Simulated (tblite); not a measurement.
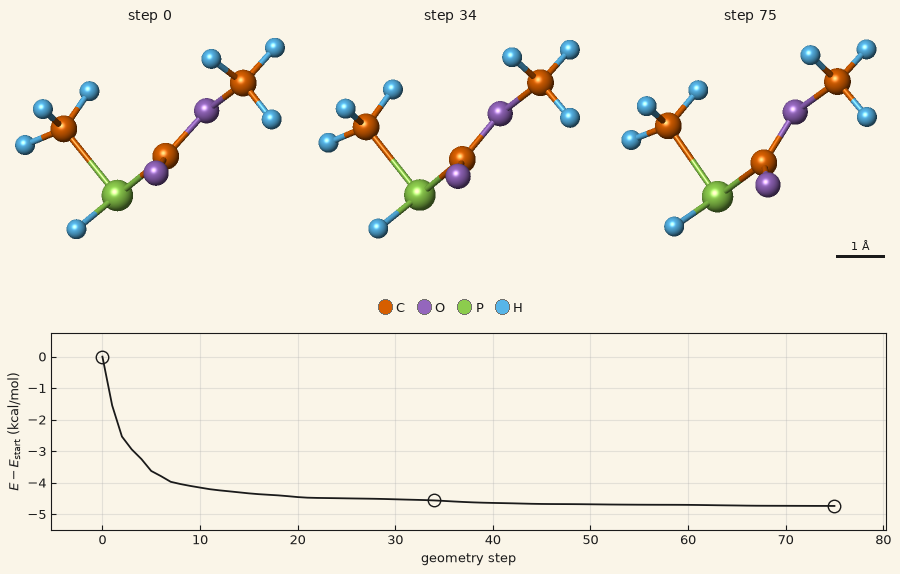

Frames of a relaxation of C$_{3}$H$_{7}$O$_{2}$P, marked on the history of the run. Style: ball-and-stick. Shown at a tilt.

Method: tblite 0.8.0, GFN2-xTB geometry optimisation, gas phase. 

### What happens along the run?

After 75 geometry steps the energy has fallen by 4.74 kcal/mol. The largest move after the best rigid fit is that of an O atom, 0.36 Å. By element the largest moves are O 0.36 Å, H 0.28 Å, C 0.19 Å, P 0.03 Å. Among the contacts that change: C–O 1.354 → 1.331 Å, H–P 1.412 → 1.395 Å, C–O 1.441 → 1.424 Å, C–P 1.839 → 1.852 Å. Bond angles that change, for instance: O–C–P 115.7° → 125.8°, O–C–P 116.8° → 108.5°, C–P–H 97.7° → 93.2°. From step 0 to 34: an H atom moves most (0.21 Å), energy −4.56 kcal/mol. From step 34 to 75: an O atom moves most (0.27 Å), energy −0.18 kcal/mol.

```json
{"step": "0", "E − E(0), kcal/mol": "0.00"}
{"step": "1", "E − E(0), kcal/mol": "-1.55"}
{"step": "2", "E − E(0), kcal/mol": "-2.53"}
{"step": "3", "E − E(0), kcal/mol": "-2.94"}
{"step": "4", "E − E(0), kcal/mol": "-3.25"}
{"step": "5", "E − E(0), kcal/mol": "-3.63"}
{"step": "6", "E − E(0), kcal/mol": "-3.79"}
{"step": "7", "E − E(0), kcal/mol": "-3.97"}
{"step": "8", "E − E(0), kcal/mol": "-4.04"}
{"step": "9", "E − E(0), kcal/mol": "-4.10"}
{"step": "10", "E − E(0), kcal/mol": "-4.15"}
{"step": "13", "E − E(0), kcal/mol": "-4.27"}
{"step": "17", "E − E(0), kcal/mol": "-4.38"}
{"step": "20", "E − E(0), kcal/mol": "-4.45"}
{"step": "24", "E − E(0), kcal/mol": "-4.49"}
{"step": "27", "E − E(0), kcal/mol": "-4.50"}
{"step": "31", "E − E(0), kcal/mol": "-4.53"}
{"step": "34", "E − E(0), kcal/mol": "-4.56"}
{"step": "37", "E − E(0), kcal/mol": "-4.61"}
{"step": "41", "E − E(0), kcal/mol": "-4.65"}
{"step": "44", "E − E(0), kcal/mol": "-4.67"}
{"step": "48", "E − E(0), kcal/mol": "-4.68"}
{"step": "51", "E − E(0), kcal/mol": "-4.69"}
{"step": "54", "E − E(0), kcal/mol": "-4.69"}
{"step": "58", "E − E(0), kcal/mol": "-4.70"}
{"step": "61", "E − E(0), kcal/mol": "-4.71"}
{"step": "65", "E − E(0), kcal/mol": "-4.72"}
{"step": "68", "E − E(0), kcal/mol": "-4.73"}
{"step": "72", "E − E(0), kcal/mol": "-4.73"}
{"step": "75", "E − E(0), kcal/mol": "-4.74"}
```
